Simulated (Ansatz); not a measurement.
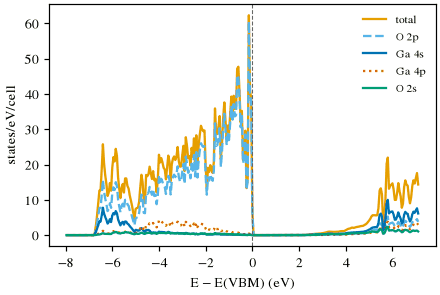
Total and projected density of states of Ga2O3 in space group Pna2_1 (No. 33; Pearson symbol oP40), PBE (plane waves, PAW; program Ansatz)

Task: Which orbitals carry the states next to the gap?

Result: Top 1 eV of the valence band: O 2p 95 %. Bottom 1 eV of the conduction band: Ga 4s 48 %, O 2s 29 %, O 2p 16 %, Ga 4p 7 %. Projections are on Löwdin-orthogonalised atomic valence shells; empty p or d shells of many metals are not among them.

The start of the workflow was typed in or built on a structure type; neither database checked (COD, Materials Project) lists it. It is not the phase usual at ambient conditions (space group No. 12, 167). Symmetry was held in the PBE relaxation; its stability against distortions is not shown here. Spin–orbit coupling is left out wherever it is not named.

Potentials: the later of the program's two PAW sets.
